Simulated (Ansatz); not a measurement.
**CH₆OSi: density, localisation and related maps**

Input

```
crystal:
  periodic: [false, false, false]
  atoms:
    - { symbol: Si, position_ang: [0.0, 0.0, 0.0] }
    - { symbol: O, position_ang: [1.0382, 0.0, 1.5673] }
    - { symbol: H, position_ang: [0.1287, -0.2814, 1.9044] }
    - { symbol: H, position_ang: [1.629, 0.0, 0.3193] }
    - { symbol: C, position_ang: [-0.8808, 1.5259, -0.6227] }
    - { symbol: H, position_ang: [-1.9334, 1.2723, -0.8671] }
    - { symbol: H, position_ang: [-0.8624, 2.3106, 0.1622] }
    - { symbol: H, position_ang: [-0.3704, 1.9025, -1.5336] }
    - { symbol: H, position_ang: [-0.6877, -1.1914, -0.4862] }
basis:
  gaussian: { orbitals: "6-31G*" }
hamiltonian:
  xc: pbe
  dispersion: d4
relax:
  f_tol: 0.15
  max_steps: 25
  restrain:
    - { distance: [1, 3], at: 2.21, k: 30.0 }
    - { distance: [0, 1], at: 1.68, k: 30.0 }
    - { distance: [0, 3], at: 1.46, k: 30.0 }
output:
  orbitals: {}
```

Command:

```sh
ansatz run input.yaml --threads 1 --pin off --max-ram 2048MiB --backend cpu --events-out ev --progress --plain --runs-dir out
```

The fields are those of the run's last geometry, not of the input's.

Not at a stationary point (largest force 1.1 eV/Å).

The calculation used RKS PBE-D4/6-31G* in Ansatz 0.2.0.

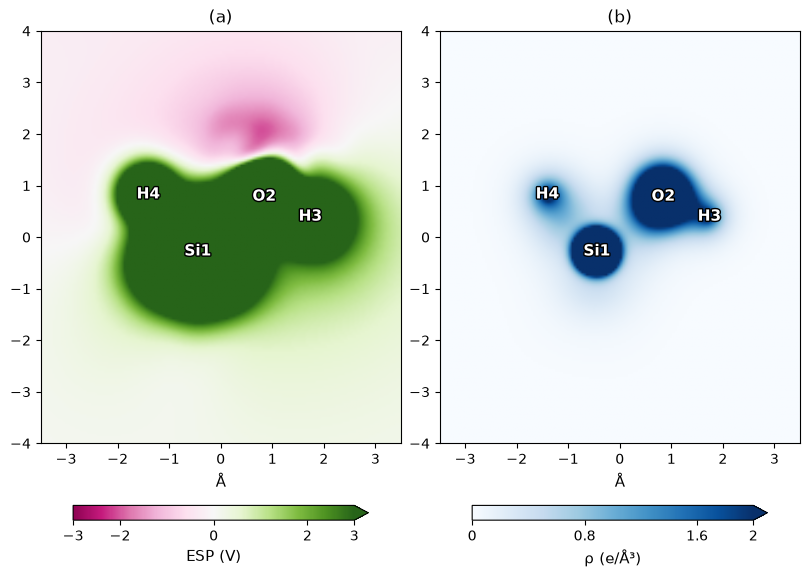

Figure 1. (a) molecular electrostatic potential; (b) electron density on the plane of atoms O2, Si1 and H4.

Q: Describe what can be read from this map.

A: The section cuts through Si, O and H sites. Si–O (1.67 Å): the density is about 1.1 e/Å³ at the midpoint. O–H (0.98 Å): ρ is about 3.5 e/Å³ halfway. Si–H (1.46 Å): ρ at the midpoint is about 0.82 e/Å³. Outside the dense part of the molecule the potential is most negative (−2.1 V) near O2.

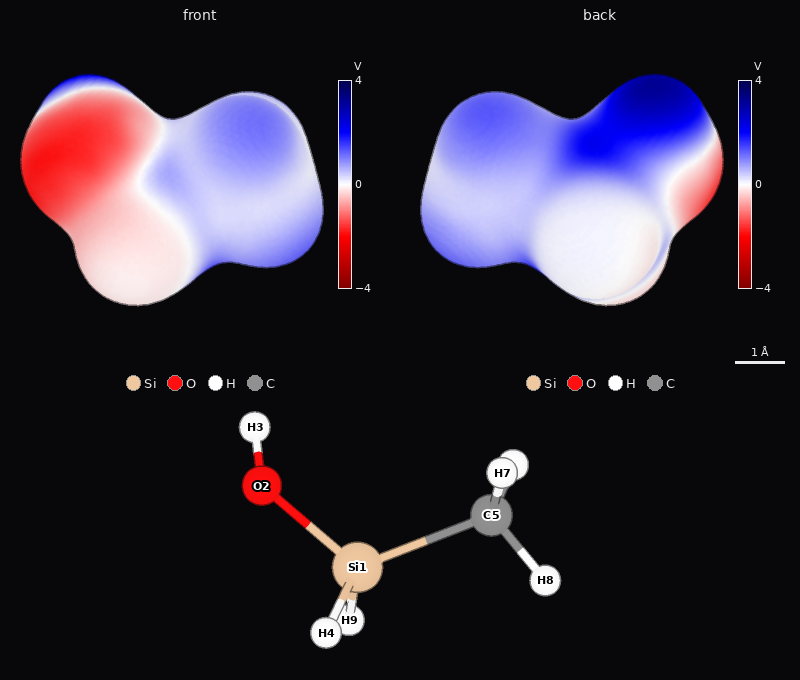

Figure 2. The electrostatic potential painted on the density surface at 0.004 e/bohr³, seen from the front and from behind; the colour scale runs from red (negative) to blue (positive). The bare structure is drawn below in the same view.

Q: Describe the electrostatic potential map.

A: The most negative region (about −1.8 V, or −42 kcal/mol for a unit charge) lies over O2, the most positive (about +3.1 V, or +71 kcal/mol for a unit charge) over H3. O2 is the likeliest acceptor of a hydrogen bond.

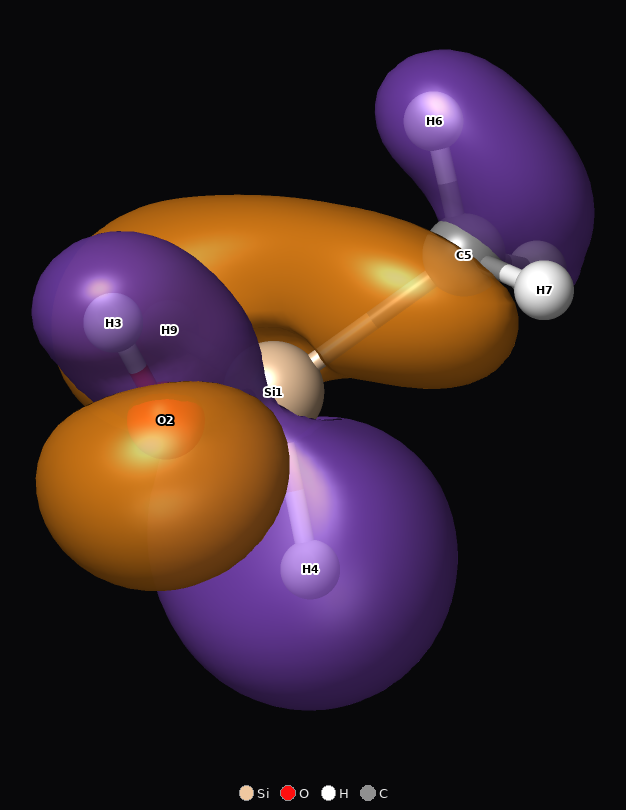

Figure 3. The HOMO−1 at ±0.08 Å⁻³ᐟ² (orange and purple are the two phases), seen at an oblique angle.

Q: What is the character of this orbital?

A: It lies mainly on O2 (about 30 %), Si1 (about 25 %), H4 (about 20 %), H9 (about 10 %) and C5 (about 10 %). Its energy is −7.27 eV.
